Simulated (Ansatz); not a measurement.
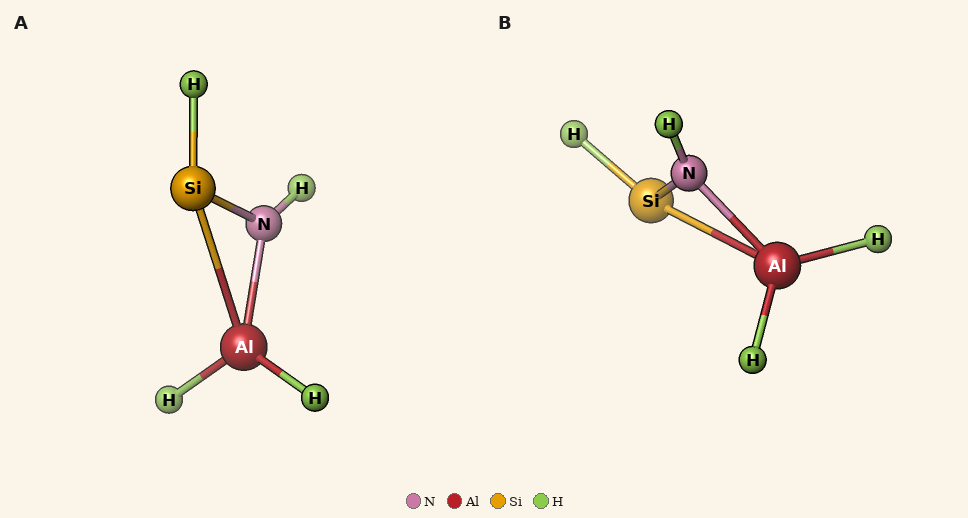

Depth is shown by fading: the farther an atom, the more it takes the colour of the background. The computed structure is the end point of a PBE-D4/def2-SVP optimisation. No frequency run is at hand to confirm it as a minimum.

Q: Are A and B the same structure? If not, how do they differ?

A: Yes. They are the same structure, AlH4NSi, seen from two directions. With point group Cs it is achiral, so its mirror image would be the same too.
